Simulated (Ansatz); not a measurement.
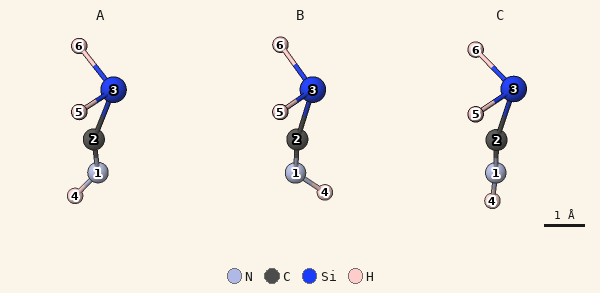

3 geometries from a converged minimum-energy path of CH₃NSi, shuffled. Style: ball-and-stick. Shown from a free direction.

Level of theory: Ansatz 0.2.0, RKS BLYP-D4/def2-SVP. Settings: 7 movable images; climbing image; force threshold 0.05 eV/Å; iteration limit 60; starting path by image-dependent pair potential.

Question: Which frame is the transition state?

Answer: C. In order along the path, whose images run from 0 to 8: A (image 1, +0.60 kcal/mol), C (image 3, +2.43 kcal/mol), B (image 8, +0.30 kcal/mol). The motion is an in-plane inversion: the angle C2–N1–H4 opens from 127° to 176° on the way and closes on the other side (131° at the end). No bond forms or breaks between the ends. Bond angles that change up to the highest image, for instance: C2–N1–H4 127.2° → 176.1°, N1–C2–Si3 160.1° → 167.5°.
